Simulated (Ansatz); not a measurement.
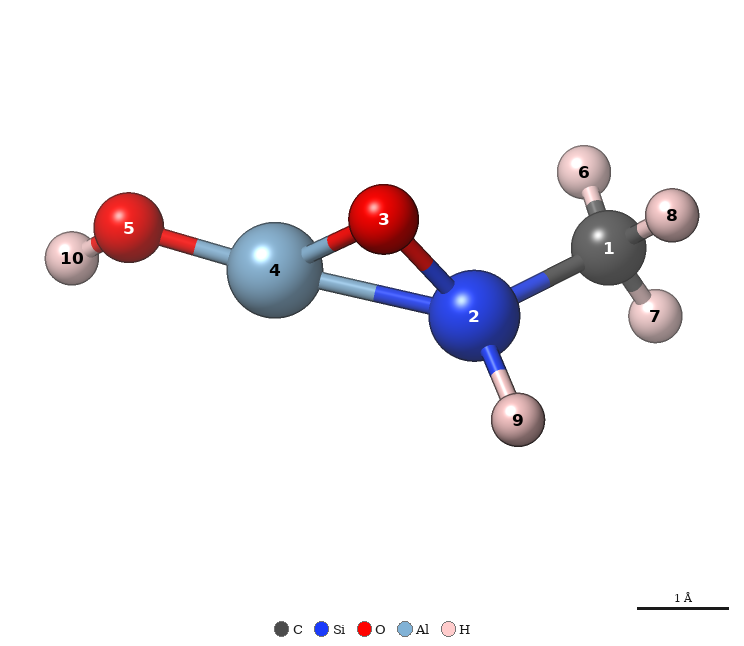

Orthographic view. Depth is shown by fading: the farther an atom, the more it takes the colour of the background. Computed geometry: PBE0-D4/def2-TZVP optimisation. No frequency run is at hand to confirm it as a minimum.

Give the geometry as a Z-matrix, atoms in numerical order, with these reference atoms: 2 to 1; 3 to 2, 1; 4 to 3, 2, 1; 5 to 4, 3, 2; 6 to 1, 2, 3; 7 to 1, 6, 2; 8 to 1, 6, 7; 9 to 2, 3, 4; 10 to 5, 4, 3.

```
C  
Si   1   1.862
O    2   1.680   1   116.2
Al   3   1.736   2    83.6   1   119.5
O    4   1.685   3   128.0   2  -179.5
H    1   1.091   2   112.1   3   -52.2
H    1   1.093   6   108.7   2   122.1
H    1   1.095   6   108.6   7   117.0
H    2   1.493   3   114.2   4  -114.4
H    5   0.955   4   125.2   3  -179.8
```
